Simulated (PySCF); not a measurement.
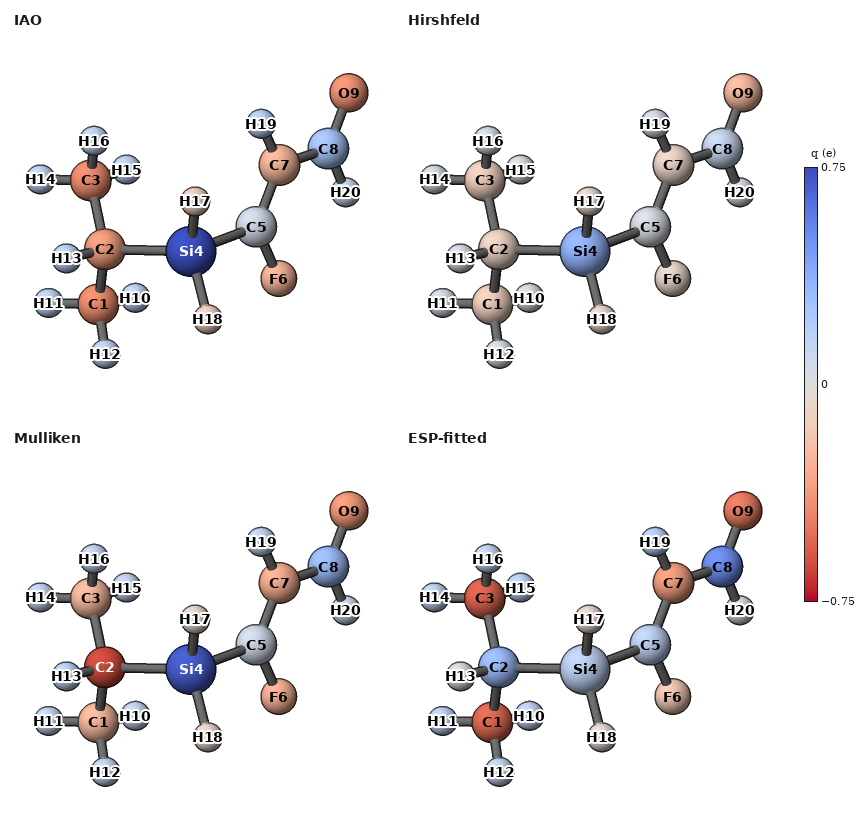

Atomic charges of one calculation by 4 schemes, on one colour scale. The computed structure is the end point of a GFN2-xTB optimisation. No frequency run is at hand to confirm it as a minimum. Method: PBE0/pcSseg-1 (PySCF 2.14.0).

Question. On which atom do the schemes disagree most?

Answer. On C2 (from −0.61 to 0.30 e).

List the charges (e), one line for each set of equivalent atoms.

```tsv
atom	IAO	Hirshfeld	Mulliken	ESP-fitted
C1	−0.41	−0.12	−0.24	−0.52
C2	−0.35	−0.10	−0.61	0.30
C3	−0.41	−0.12	−0.24	−0.54
Si4	0.73	0.34	0.68	0.15
C5	0.06	0.03	0.06	0.15
F6	−0.26	−0.07	−0.27	−0.15
C7	−0.25	−0.08	−0.29	−0.35
C8	0.25	0.11	0.29	0.50
O9	−0.39	−0.23	−0.36	−0.46
H10	0.14	0.04	0.12	0.14
H11	0.14	0.04	0.12	0.14
H12	0.14	0.04	0.12	0.12
H13	0.14	0.04	0.15	0.02
H14	0.14	0.04	0.12	0.14
H15	0.14	0.03	0.12	0.14
H16	0.14	0.04	0.12	0.12
H17	−0.11	−0.07	−0.06	−0.05
H18	−0.11	−0.07	−0.06	−0.04
H19	0.17	0.06	0.13	0.18
H20	0.11	0.04	0.08	0.01
```

The geometry is semi-empirical. Around Si such bond lengths and angles can be off by a tenth of an ångström or more and by several degrees, and values that hang on the shape move with them.
